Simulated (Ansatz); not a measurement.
Level of theory: PBE (plane waves to 420 eV, PAW; Ansatz, a program for electronic structure).

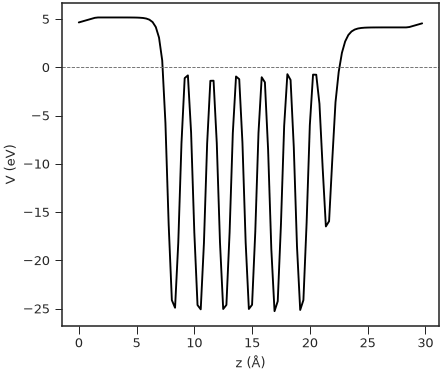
Electrostatic potential energy of an electron, averaged over planes parallel to the surface, in eV from the Fermi level, for a constructed model of the (111) surface of fcc Rh, a pseudomorphic layer of Mg in the other hollow (bottom of the slab: a bare face, its two planes held)

Model: 7-atom slab, 13.6 Å thick at the start with caps and adatoms (thin: gaps and levels are the slab's own), 16x16x1 mesh, Fermi-Dirac 0.1 eV, dipole correction, 2 atoms held, the rest relaxed; symmetry of the start imposed; no spin, no spin-orbit, no U. In PBE it is, or lies within 0.01 eV a 1x1 cell of, the lowest of the 2 structures of its composition computed so far; subsurface sites and larger cells were not tried.

### Question
The surface cell has an area of 6.35 Å². What dipole along the normal does the step between the two vacuum levels imply?

### Answer
the top vacuum level lies 1.03 eV below the bottom one; p = −ε₀ A ΔV (ε₀ = 0.005526 e/(V·Å)) gives 0.04 e·Å a cell.
